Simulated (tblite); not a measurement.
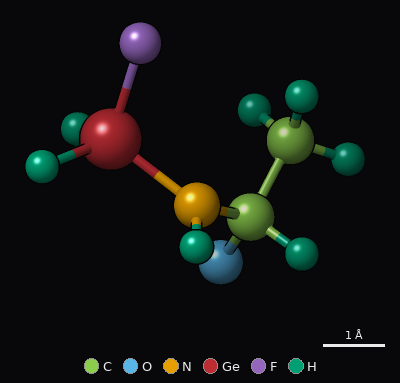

This is the input geometry for a relaxation of C2H7FGeNO (multiplicity 2). A ball-and-stick model, seen at a tilt.

All numbers below come from GFN2-xTB geometry optimisation, gas phase in tblite.

```xyz
13

C    -1.4848    0.2043    0.5242
C    -0.7379   -0.6668   -0.4666
O    -0.6241   -1.9798    0.0284
N     0.4453   -0.0913   -0.9639
Ge    1.7624    0.3600    0.2053
F     1.5317    2.0806    0.5765
H    -2.5523   -0.1159    0.4827
H    -1.1538    0.0302    1.5765
H    -1.3982    1.2747    0.3164
H    -1.4414   -0.7566   -1.3334
H     0.6705   -0.2165   -1.9511
H     3.1271    0.2959   -0.5307
H     1.8511   -0.4183    1.5181
```

Where does the relaxation end?

Answer. Over 140 geometry steps the energy falls by 1.074 eV. H11 moves most after the best rigid fit: 1.98 Å. Largest moves by element: H 1.98 Å, F 1.57 Å, O 0.95 Å, N 0.76 Å, C 0.45 Å, Ge 0.35 Å. Among the contacts that change: O3–Ge5 3.347 → 2.298 Å, C2–O3 1.408 → 1.316 Å, Ge5–H12 1.552 → 1.490 Å, C1–C2 1.516 → 1.558 Å. Bond angles that change, for instance: C2–N4–Ge5 118.9° → 103.1°, Ge5–N4–H11 119.5° → 134.6°, H12–Ge5–H13 109.6° → 123.5°. Groups turn about C2–N4 by about 75°, C1–C2 by about 25°.

Final geometry:

```xyz
13

C    -1.8372   -0.0416    0.3804
C    -0.5555   -0.4904   -0.3840
O     0.1246   -1.4356    0.2296
N     0.3299    0.5834   -0.6324
Ge    1.8918    0.0322    0.1805
F     2.8117    1.5202   -0.1382
H    -2.4606   -0.9122    0.5538
H    -1.5209    0.3747    1.3323
H    -2.3771    0.7022   -0.1969
H    -0.9524   -0.8713   -1.3574
H     0.0232    1.4376   -1.0701
H     2.6916   -0.9629   -0.5872
H     1.8265    0.0643    1.6720
```

After the run, drawn alike:

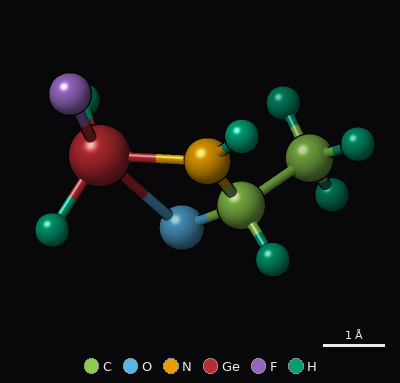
